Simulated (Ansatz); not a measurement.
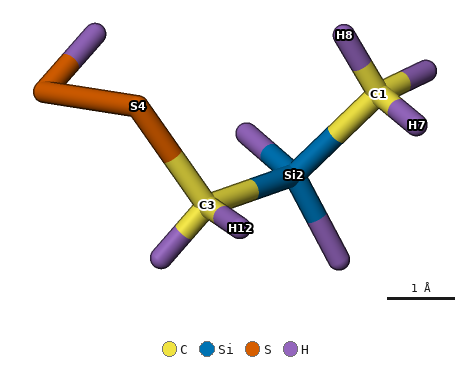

Fig. 1: The starting structure (stick view, seen at a tilt; atoms are numbered from 1 in the order of the input).

# Run report: C2H8S2Si, nudged elastic band

The run: nudged elastic band of C2H8S2Si, SMILES C[SiH2]CSS. Method and program: RKS r2SCANh-D4/6-31G (Ansatz 0.2.0).

It belongs to a series of runs on one base structure; here: band between the two ends. Figures and captions count atoms from 1; the log counts them from 0 in places.

### Input file
```yaml
crystal:
  periodic: [false, false, false]
  atoms:
    - { symbol: C, position_ang: [-1.783636, 0.035721, 0.819136] }
    - { symbol: Si, position_ang: [0.105881, -0.128633, 0.967663] }
    - { symbol: C, position_ang: [0.798755, -1.041792, -0.567787] }
    - { symbol: S, position_ang: [0.530244, -0.085177, -2.185387] }
    - { symbol: S, position_ang: [2.119752, 1.47514, -2.024998] }
    - { symbol: H, position_ang: [-2.193402, 0.624095, 1.644562] }
    - { symbol: H, position_ang: [-2.260568, -0.948707, 0.830803] }
    - { symbol: H, position_ang: [-2.041779, 0.53216, -0.120774] }
    - { symbol: H, position_ang: [0.489053, -0.907986, 2.197757] }
    - { symbol: H, position_ang: [0.7515, 1.226691, 1.04777] }
    - { symbol: H, position_ang: [1.86328, -1.273229, -0.489429] }
    - { symbol: H, position_ang: [0.259906, -1.982499, -0.732723] }
    - { symbol: H, position_ang: [1.381512, 2.439417, -1.371594] }
basis:
  gaussian: { orbitals: "6-31G" }
hamiltonian:
  xc: r2scanh
  dispersion: d4
neb:
  order_check: false
  images: 7
  f_tol: 0.03
  max_iterations: 20
  initial_path: idpp
  final_atoms:
    - { symbol: C, position_ang: [-1.56292113, 0.40699391, 0.74556161] }
    - { symbol: Si, position_ang: [0.03298023, -0.50152293, 1.2398544] }
    - { symbol: C, position_ang: [1.27515646, -0.67167858, -0.21383696] }
    - { symbol: S, position_ang: [1.73146921, 0.99074244, -1.01083627] }
    - { symbol: S, position_ang: [-0.00070287, 1.29179383, -2.39317614] }
    - { symbol: H, position_ang: [-2.24981642, 0.44781086, 1.59569643] }
    - { symbol: H, position_ang: [-2.06379563, -0.09929, -0.08324215] }
    - { symbol: H, position_ang: [-1.34096302, 1.43121041, 0.43452068] }
    - { symbol: H, position_ang: [-0.27723796, -1.89604136, 1.7216533] }
    - { symbol: H, position_ang: [0.73880521, 0.23054251, 2.34583737] }
    - { symbol: H, position_ang: [2.23388916, -1.05918958, 0.14833009] }
    - { symbol: H, position_ang: [0.92246602, -1.33986735, -1.00304124] }
    - { symbol: H, position_ang: [0.58116875, 0.73369685, -3.51232213] }
```

Run on 1 thread of Intel Xeon @ 2.50GHz (Skylake/Cascade Lake), 189 GiB of memory available, shared host.

Launch command:
```bash
ansatz run input.yaml --threads 1 --pin off --max-ram 2048MiB --backend cpu --events-out ev --progress --plain --runs-dir out
```

### Log
```
Engine: ansatz 0.2.0, x86_64-unknown-linux-gnu
Functional definition: r2SCANh
  parameter a = 0.1
  parameter k0 = 0.174
  parameter k1 = 0.065
  parameter a1 = 4.9479
  exchange = (1 - a)*r2scan_x(k0 = k0, k1 = k1, a1 = a1) + a*exact_x
  correlation = r2scan_c
999 factors; integrals over basis functions are off by at most 1.6e-4 eV
mean field evaluation 1: about -31739.1745 eV, gradient 4.8e1 eV
mean field evaluation 2: about -31735.5931 eV, gradient 5.7e1 eV
mean field evaluation 4: about -31744.8405 eV, gradient 2.5e0 eV
mean field evaluation 8: about -31744.8460 eV, gradient 1.0e-1 eV
mean field -31744.84598894 eV, -1166.6015726642 hartree, gradient 8.4e-5 eV, S^2 0.000000; 0 other end points of the search recorded, 0 dependent functions left out
the calculation of the forces begins
reference -31744.84599805 eV, -1166.6015729989 hartree; 33, 33 occupied and 40, 40 virtual orbitals, 999 factors
999 factors; integrals over basis functions are off by at most 1.6e-4 eV
mean field evaluation 16: about -31739.1335 eV, gradient 4.8e1 eV
mean field -31744.82200188 eV, -1166.6006911559 hartree, gradient 2.2e-5 eV, S^2 0.000000; 0 other end points of the search recorded, 0 dependent functions left out
[... from here on the field's lines of each further geometry are left out, up to the last ...]
NEB iter   1: max|band force component| = 1.687e0 eV/Å  barrier→ = 0.4670 eV  barrier← = 0.4453 eV  Δτ_max = 0.2000 Å  (223 SCF iters)
NEB iter   2: max|band force component| = 5.200e-1 eV/Å  barrier→ = 0.1669 eV  barrier← = 0.1452 eV  Δτ_max = 0.2000 Å  (189 SCF iters)
NEB iter   3: max|band force component| = 1.257e-1 eV/Å  barrier→ = 0.1044 eV  barrier← = 0.0827 eV  CI = image 4  Δτ_max = 0.1722 Å  (185 SCF iters)
NEB iter   4: max|band force component| = 1.330e-1 eV/Å  barrier→ = 0.0841 eV  barrier← = 0.0624 eV  CI = image 4  Δτ_max = 0.0860 Å  (188 SCF iters)
NEB iter   5: max|band force component| = 1.048e-1 eV/Å  barrier→ = 0.0763 eV  barrier← = 0.0545 eV  CI = image 4  Δτ_max = 0.0862 Å  (188 SCF iters)
NEB iter   6: max|band force component| = 7.458e-2 eV/Å  barrier→ = 0.0751 eV  barrier← = 0.0534 eV  CI = image 4  Δτ_max = 0.0858 Å  (187 SCF iters)
NEB iter   7: max|band force component| = 4.185e-2 eV/Å  barrier→ = 0.0759 eV  barrier← = 0.0542 eV  CI = image 4  Δτ_max = 0.0644 Å  (191 SCF iters)
NEB iter   8: max|band force component| = 1.058e-1 eV/Å  barrier→ = 0.0762 eV  barrier← = 0.0545 eV  CI = image 4  Δτ_max = 0.0322 Å  (180 SCF iters)
NEB iter   9: max|band force component| = 6.480e-2 eV/Å  barrier→ = 0.0759 eV  barrier← = 0.0542 eV  CI = image 4  Δτ_max = 0.0321 Å  (173 SCF iters)
NEB iter  10: max|band force component| = 3.540e-2 eV/Å  barrier→ = 0.0759 eV  barrier← = 0.0542 eV  CI = image 4  Δτ_max = 0.0306 Å  (174 SCF iters)
the calculation of the forces begins
reference -31744.80708054 eV, -1166.6001428069 hartree; 33, 33 occupied and 40, 40 virtual orbitals, 999 factors
999 factors; integrals over basis functions are off by at most 1.6e-4 eV
mean field -31744.76685000 eV, -1166.5986643616 hartree, gradient 6.1e-6 eV, S^2 0.000000; 1 other end points of the search recorded, 0 dependent functions left out
the calculation of the forces begins
reference -31744.76685910 eV, -1166.5986646961 hartree; 33, 33 occupied and 40, 40 virtual orbitals, 999 factors
NEB iter  11: max|band force component| = 2.263e-2 eV/Å  barrier→ = 0.0758 eV  barrier← = 0.0541 eV  CI = image 4  Δτ_max = 0.0000 Å  (345 SCF iters)
```

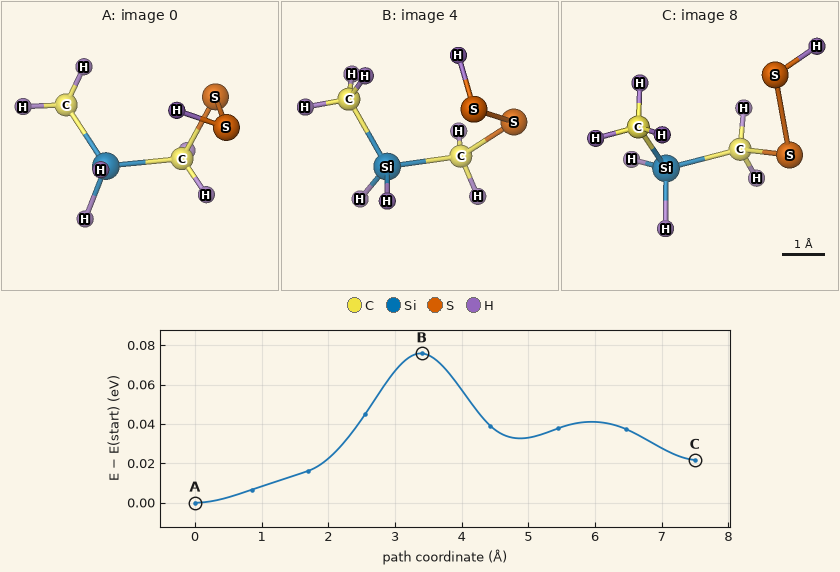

Fig. 2: Images of the last band (counted from 0; ball-and-stick, seen at a tilt) above the energy along the path; the line is a cubic interpolation that uses the forces. The highest image is number 4, 0.076 eV above the start and 0.054 eV above the end (the climbing image); the end lies 0.022 eV above the start. The path is 7.49 Å long. The band converged in 11 iterations.

```
Total energy: -31744.86490394 eV, -1166.6022677777 hartree
Atom 0 at    -1.290581     0.435569     1.023715 Å, force    -0.002664    -0.005319    -0.001476 eV/Å
Atom 1 at     0.514888    -0.165215     0.954957 Å, force     0.000482     0.004015    -0.001512 eV/Å
Atom 2 at     0.882251    -1.228417    -0.606813 Å, force    -0.006394     0.002376    -0.009635 eV/Å
Atom 3 at     0.852063    -0.433079    -2.322338 Å, force    -0.002899     0.002278     0.015934 eV/Å
Atom 4 at     0.555681     1.764293    -1.993374 Å, force    -0.000360     0.001590    -0.000584 eV/Å
Atom 5 at    -1.502235     0.877544     2.001661 Å, force     0.000887     0.002344     0.002182 eV/Å
Atom 6 at    -1.977331    -0.402890     0.873726 Å, force    -0.000046     0.001975    -0.004928 eV/Å
Atom 7 at    -1.486369     1.189676     0.258933 Å, force     0.001842     0.000095     0.004212 eV/Å
Atom 8 at     0.758683    -1.124692     2.091518 Å, force     0.001528     0.000113     0.002212 eV/Å
Atom 9 at     1.500638     0.955509     1.070183 Å, force     0.000686     0.001455    -0.002560 eV/Å
Atom 10 at     1.879274    -1.663979    -0.499497 Å, force    -0.000390    -0.001031     0.000114 eV/Å
Atom 11 at     0.144064    -2.035671    -0.648720 Å, force     0.002673    -0.002010    -0.004074 eV/Å
Atom 12 at    -0.810529     1.796553    -2.188954 Å, force     0.004656    -0.007881     0.000115 eV/Å
Dipole moment:    -0.386495    -0.180355     0.353557 e Å
this run last wrote the band of iteration 11 to [file]
```

### The last band as extended XYZ (Å, eV, eV/Å)
```
13
Properties=species:S:1:pos:R:3:forces:R:3 image=0 energy=-31744.94072
C    -1.7836    0.0357    0.8191   -0.0038  -0.0005  -0.0008
Si    0.1059   -0.1286    0.9677    0.0039   0.0024   0.0053
C     0.7988   -1.0418   -0.5678    0.0026  -0.0021  -0.0024
S     0.5302   -0.0852   -2.1854    0.0023  -0.0007   0.0016
S     2.1198    1.4751   -2.0250   -0.0017  -0.0028  -0.0021
H    -2.1934    0.6241    1.6446    0.0014  -0.0003  -0.0013
H    -2.2606   -0.9487    0.8308   -0.0008  -0.0007   0.0005
H    -2.0418    0.5322   -0.1208   -0.0015   0.0017  -0.0006
H     0.4891   -0.9080    2.1978    0.0001   0.0005  -0.0006
H     0.7515    1.2267    1.0478    0.0001   0.0004   0.0009
H     1.8633   -1.2732   -0.4894   -0.0026   0.0004  -0.0004
H     0.2599   -1.9825   -0.7327    0.0002  -0.0016  -0.0018
H     1.3815    2.4394   -1.3716   -0.0002   0.0032   0.0018
13
Properties=species:S:1:pos:R:3:forces:R:3 image=1 energy=-31744.93413
C    -1.6484    0.1515    0.8465   -0.0130   0.0026  -0.0054
Si    0.2183   -0.1840    0.9956    0.0039   0.0008   0.0027
C     0.8506   -1.1021   -0.5650    0.0014  -0.0034  -0.0027
S     0.4098   -0.2523   -2.2008   -0.0005  -0.0017   0.0000
S     1.6928    1.5747   -2.1206    0.0046  -0.0005  -0.0018
H    -2.0137    0.7212    1.7052    0.0006  -0.0036   0.0026
H    -2.2088   -0.7864    0.7924    0.0020  -0.0021   0.0035
H    -1.8560    0.7225   -0.0632    0.0002  -0.0047   0.0038
H     0.5221   -1.0530    2.1871    0.0019   0.0033  -0.0001
H     0.9758    1.1041    1.1477   -0.0029   0.0013  -0.0029
H     1.9299   -1.2695   -0.5487   -0.0016   0.0011  -0.0012
H     0.3590   -2.0787   -0.6548   -0.0030   0.0033  -0.0001
H     0.7890    2.4172   -1.5066    0.0064   0.0034   0.0016
13
Properties=species:S:1:pos:R:3:forces:R:3 image=2 energy=-31744.92452
C    -1.5033    0.2740    0.8646   -0.0122   0.0031  -0.0133
Si    0.3291   -0.2208    1.0017    0.0096   0.0015   0.0053
C     0.8992   -1.1537   -0.5768    0.0157  -0.0124   0.0023
S     0.3319   -0.3973   -2.2150    0.0007  -0.0001  -0.0038
S     1.2509    1.6398   -2.1384   -0.0120  -0.0029  -0.0007
H    -1.8291    0.8038    1.7639   -0.0042   0.0007  -0.0005
H    -2.1347   -0.6099    0.7364    0.0052  -0.0038   0.0038
H    -1.6634    0.9254    0.0005   -0.0027  -0.0038   0.0091
H     0.5445   -1.1584    2.1600    0.0009   0.0036   0.0025
H     1.1928    0.9882    1.2121   -0.0050  -0.0024  -0.0025
H     1.9840   -1.2790   -0.6104   -0.0083   0.0043  -0.0062
H     0.4423   -2.1509   -0.6028   -0.0055   0.0040   0.0017
H     0.1763    2.3039   -1.5809    0.0178   0.0081   0.0025
13
Properties=species:S:1:pos:R:3:forces:R:3 image=3 energy=-31744.89579
C    -1.3760    0.3756    0.9191   -0.0037  -0.0191  -0.0091
Si    0.4331   -0.2139    0.9837    0.0041   0.0094   0.0058
C     0.9205   -1.2071   -0.5873   -0.0115   0.0142  -0.0217
S     0.4868   -0.4681   -2.2732   -0.0401  -0.0226   0.0138
S     0.8787    1.7260   -2.0541    0.0126   0.0038   0.0032
H    -1.6599    0.8239    1.8754   -0.0096   0.0106  -0.0052
H    -2.0476   -0.4646    0.7208    0.0026  -0.0022  -0.0031
H    -1.5229    1.1216    0.1341   -0.0033   0.0011   0.0043
H     0.6150   -1.1822    2.1234   -0.0007   0.0003   0.0060
H     1.3797    0.9285    1.1900   -0.0044  -0.0027  -0.0022
H     1.9865   -1.4442   -0.5791    0.0109   0.0138  -0.0140
H     0.3559   -2.1475   -0.5919    0.0158  -0.0046   0.0092
H    -0.4293    2.1172   -1.8459    0.0273  -0.0022   0.0132
13
Properties=species:S:1:pos:R:3:forces:R:3 image=4 energy=-31744.86489
C    -1.2906    0.4356    1.0237   -0.0027  -0.0053  -0.0015
Si    0.5149   -0.1652    0.9550    0.0005   0.0040  -0.0015
C     0.8823   -1.2284   -0.6068   -0.0064   0.0024  -0.0096
S     0.8521   -0.4331   -2.3223   -0.0029   0.0023   0.0159
S     0.5557    1.7643   -1.9934   -0.0004   0.0016  -0.0006
H    -1.5022    0.8775    2.0017    0.0009   0.0023   0.0022
H    -1.9773   -0.4029    0.8737    0.0000   0.0020  -0.0049
H    -1.4864    1.1897    0.2589    0.0018   0.0001   0.0042
H     0.7587   -1.1247    2.0915    0.0015   0.0001   0.0022
H     1.5006    0.9555    1.0702    0.0007   0.0015  -0.0026
H     1.8793   -1.6640   -0.4995   -0.0004  -0.0010   0.0001
H     0.1441   -2.0357   -0.6487    0.0027  -0.0020  -0.0041
H    -0.8105    1.7966   -2.1890    0.0047  -0.0079   0.0001
13
Properties=species:S:1:pos:R:3:forces:R:3 image=5 energy=-31744.90155
C    -1.2118    0.4759    1.1770    0.0005   0.0040  -0.0018
Si    0.5814   -0.1277    0.9632    0.0047   0.0043   0.0070
C     0.8011   -1.1868   -0.6313    0.0079  -0.0092  -0.0060
S     1.2647   -0.2870   -2.2248    0.0156   0.0120   0.0060
S     0.2273    1.6894   -2.0721    0.0005  -0.0001   0.0024
H    -1.3390    0.9549    2.1521    0.0027  -0.0028   0.0053
H    -1.9085   -0.3658    1.1174   -0.0028  -0.0009   0.0044
H    -1.4660    1.1997    0.4001   -0.0007   0.0007   0.0079
H     0.9296   -1.0523    2.1015    0.0021  -0.0010   0.0014
H     1.5663    1.0022    0.9505    0.0004  -0.0007  -0.0006
H     1.6500   -1.8636   -0.4813   -0.0114  -0.0034   0.0048
H    -0.0920   -1.7898   -0.8168   -0.0107   0.0129  -0.0136
H    -0.9825    1.3162   -2.6207   -0.0087  -0.0158  -0.0171
13
Properties=species:S:1:pos:R:3:forces:R:3 image=6 energy=-31744.90292
C    -1.0863    0.6157    1.2990    0.0007  -0.0023  -0.0022
Si    0.6395   -0.1374    1.0167   -0.0002   0.0014  -0.0004
C     0.7882   -1.1138   -0.6365   -0.0001   0.0021  -0.0059
S     1.3133   -0.1284   -2.1604   -0.0039  -0.0058   0.0037
S    -0.2653    1.4481   -2.2955    0.0083   0.0007   0.0036
H    -1.1581    1.0188    2.3136   -0.0012   0.0011  -0.0025
H    -1.8637   -0.1450    1.1789   -0.0006  -0.0030   0.0016
H    -1.2760    1.4199    0.5856   -0.0021  -0.0014  -0.0017
H     0.9288   -1.1380    2.1075    0.0020   0.0022   0.0001
H     1.7106    0.9134    1.0419   -0.0011   0.0020  -0.0034
H     1.6014   -1.8442   -0.5408    0.0005   0.0004   0.0011
H    -0.1270   -1.6645   -0.8717   -0.0003  -0.0025   0.0019
H    -1.1850    0.7205   -3.0232   -0.0019   0.0051   0.0040
13
Properties=species:S:1:pos:R:3:forces:R:3 image=7 energy=-31744.90343
C    -0.9222    0.8000    1.3204    0.0002   0.0004  -0.0006
Si    0.6974   -0.1664    1.0673    0.0004  -0.0012  -0.0005
C     0.8038   -1.0678   -0.6262   -0.0027   0.0038   0.0000
S     1.1271    0.0519   -2.1198   -0.0004   0.0034   0.0027
S    -0.8327    1.0982   -2.3620   -0.0045  -0.0036   0.0022
H    -0.9607    1.2034    2.3367    0.0008   0.0011  -0.0003
H    -1.7871    0.1462    1.1763   -0.0006   0.0026  -0.0013
H    -1.0034    1.6268    0.6121    0.0049   0.0034   0.0010
H     0.8164   -1.2398    2.1204   -0.0032  -0.0038   0.0007
H     1.8934    0.7349    1.1760    0.0017  -0.0034   0.0041
H     1.6787   -1.7298   -0.6274    0.0026   0.0035  -0.0027
H    -0.0751   -1.6834   -0.8361    0.0018  -0.0003  -0.0010
H    -1.4150    0.1910   -3.2227   -0.0009  -0.0059  -0.0043
13
Properties=species:S:1:pos:R:3:forces:R:3 image=8 energy=-31744.91901
C    -1.2980    0.6223    1.0453    0.0065  -0.0026   0.0014
Si    0.5467    0.1889    1.2054   -0.0057  -0.0012  -0.0055
C     1.2673   -0.6053   -0.3868   -0.0005   0.0108   0.0013
S     1.0149    0.4603   -1.9385   -0.0065   0.0063   0.0098
S    -1.0819   -0.0841   -2.4944    0.0082   0.0003  -0.0036
H    -1.6685    1.0386    1.9863   -0.0034   0.0035   0.0056
H    -1.8904   -0.2621    0.7983    0.0001  -0.0007  -0.0012
H    -1.4509    1.3651    0.2579   -0.0009   0.0027  -0.0043
H     0.7659   -0.7938    2.3276   -0.0005  -0.0043   0.0034
H     1.3573    1.4202    1.4954    0.0029   0.0047   0.0006
H     2.3563   -0.6964   -0.3073    0.0118  -0.0055   0.0032
H     0.8638   -1.6000   -0.5901   -0.0008  -0.0066  -0.0039
H    -0.7622   -1.0884   -3.3842   -0.0110  -0.0075  -0.0068
```

### Results in brief

| quantity | value |
| --- | --- |
| outcome | converged |
| barrier, forward | 0.076 eV |
| barrier, backward | 0.054 eV |
| wall time | 23 min |
| peak memory | 0.22 GiB |

### Remarks

The order of the saddle point was not checked.
